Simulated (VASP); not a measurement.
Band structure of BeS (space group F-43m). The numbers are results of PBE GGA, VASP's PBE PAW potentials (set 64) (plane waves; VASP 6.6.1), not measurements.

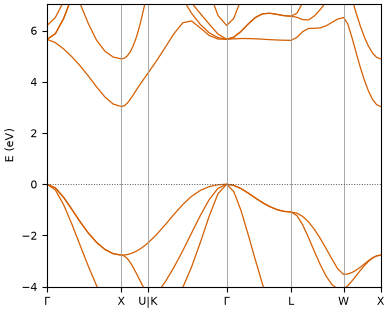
Bands along high-symmetry lines, zero at the valence-band maximum or, without a gap, the Fermi level

Task: Read the plot: is there a gap, and where are the band edges?

Result: The gap is indirect, 3.03 eV, from the valence maximum at Γ to the conduction minimum at X.

The structure comes from a computed database's BeS entry; how it stands against other phases isn't given here. The cell was not relaxed at this level.
